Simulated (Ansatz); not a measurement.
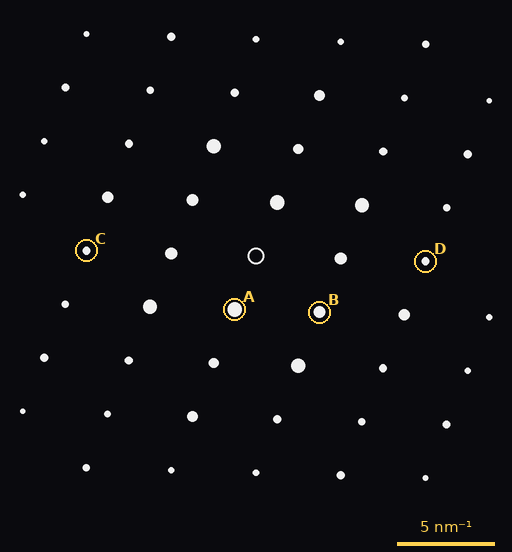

Kinematic zone-axis pattern, calculated for 200 keV electrons with B = 0.8 Å². The zone axis points towards the electron source and the pattern is seen from the source side.

La, space group P6_3/mmc (No. 194), a = 3.86 Å, c = 6.18 Å (hexagonal axes). Structure: the input geometry of an electronic-structure calculation (not necessarily at equilibrium); the starting structure was generated, so it need not be a known form of this composition.

```
atom  site  symmetry       x       y       z
  La    2c      -6m2  0.3333  0.6667  0.2500
```

Spot A is indexed 0 -1 0 and spot B 1 -1 -2.

Q: Give hkl for C, D.

A: C = 2A − 2B = -2 0 4 (d = 1.135 Å). D = −2A + 2B = 2 0 -4 (d = 1.135 Å).

Q: Which zone axis is this?

A: The cross product of A and B is parallel to [201]; every spot obeys hu + kv + lw = 0.

Q: What are the spacings of A and B and the angle between them?

A: d(A) = 3.343 Å, d(B) = 2.270 Å, and the angle is 70.2°.
